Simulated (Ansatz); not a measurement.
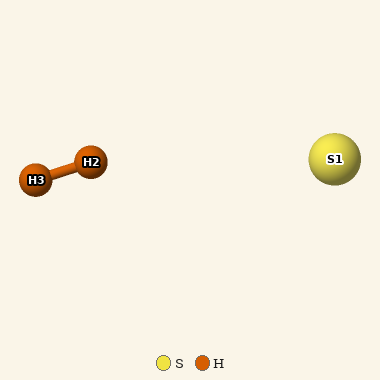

The system is S + H₂, spin multiplicity 3; the picture shows the reference structure. The first coordinate is: distance S1–H2; the second: distance H2–H3. Nothing is relaxed (the angle S1–H2–H3 is fixed at 160 degrees). The scan uses a 17 × 17 grid. Energies are in kcal/mol, from the lowest grid point. In part of the range the unrestricted reference is strongly spin-contaminated. All numbers below come from UHF/aug-cc-pVTZ (Ansatz).

Its coordinates:

```xyz
3

S    -3.0880    0.0000    0.0000
H     0.0000    0.0000    0.0000
H     0.6822    0.2483    0.0000
```

Range: distance S1–H2 from 1.088 to 3.088 Å; distance H2–H3 from 0.592 to 2.592 Å.

**Predict the map.**

The lowest grid point is at distance S1–H2 = 3.088 Å, distance H2–H3 = 0.726 Å. It lies in a valley that leaves the map towards separated partners. The energy also falls towards the edge at distance S1–H2 = 1.315 Å, distance H2–H3 = 2.592 Å (23 kcal/mol above the lowest), where a further well may lie outside the range. The highest grid point, distance S1–H2 = 1.088 Å, distance H2–H3 = 0.592 Å, lies 162 kcal/mol above the lowest. On the interpolated surface the lowest path from the side where the first distance is long, distance S1–H2 = 3.088 Å, distance H2–H3 = 0.726 Å, to the side where the second distance is long, about distance S1–H2 = 1.34 Å, distance H2–H3 = 2.59 Å, has its top at about distance S1–H2 = 1.46 Å, distance H2–H3 = 1.14 Å, about 33 kcal/mol above the start and 10 kcal/mol above the end.

```
distance H2–H3 ↓, distance S1–H2 →  1.088  1.222  1.418  1.647  1.900  2.174  2.464  2.769  3.088
                             2.592     54     28     25     43     66     76     81     82     83
                             2.273     55     29     26     43     65     76     80     81     82
                             1.968     56     30     26     44     64     74     78     79     80
                             1.678     59     32     28     44     61     70     73     75     75
                             1.404     65     37     30     42     54     60     62     63     63
                             1.151     76     45     33     37     40     40     39     38     37
                             0.922     93     57     36     27     21     16     13     12     11
                             0.726    123     78     45     25     13      6      2      1      0
                             0.592    162    110     68     42     27     19     15     13     13
```

The table holds every second grid line.

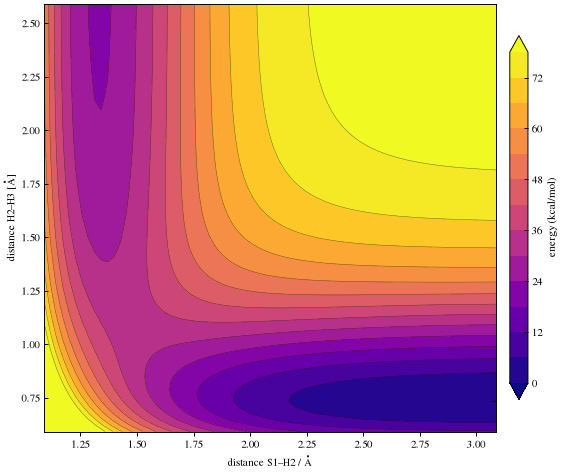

In the figure: filled contours, one colour for all values above the top of the scale. Between grid points the surface is interpolated.

Time for the 289 points that were run: 28 min on 1 thread of Arm Neoverse V2, on a shared host.
